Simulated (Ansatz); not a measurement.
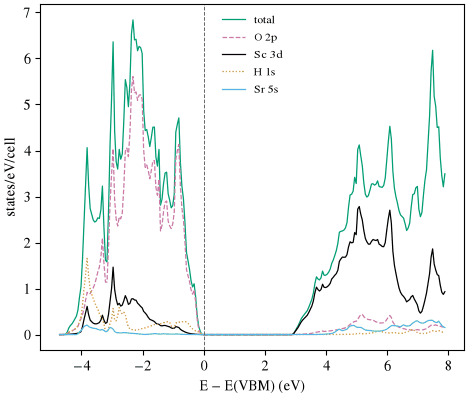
*Total and projected density of states of SrScHO$_{2}$ in space group P4/mmm (No. 123; Sr on 1d, Sc on 1a, O on 2f, H on 1b), r²SCAN in the plane-wave PAW code Ansatz*

Task: Which orbitals carry the states next to the gap?

Result: Top 1 eV of the valence band: O 2p 85 %, H 1s 9 %. Bottom 1 eV of the conduction band: Sc 3d 81 %, outside the projected shells 15 %. Projections are on Löwdin-orthogonalised atomic valence shells; empty p or d shells of many metals are not among them.

Task: Where is the tallest occupied peak in this window, and what makes it?

Result: Near -2.3 eV, about 6.8 states/eV per cell; the largest projected share is O 2p.

The start of the workflow was typed in or built on a structure type; neither database checked (COD, Materials Project) lists it. Its standing as an ambient phase is unchecked. The r²SCAN relaxation kept the symmetry of its start; whether a distortion lowers the energy is not shown. No spin polarisation was allowed. Scalar-relativistic: spin–orbit coupling is off unless named, which matters more the heavier the elements.

Potentials: the earlier of the program's two PAW sets.
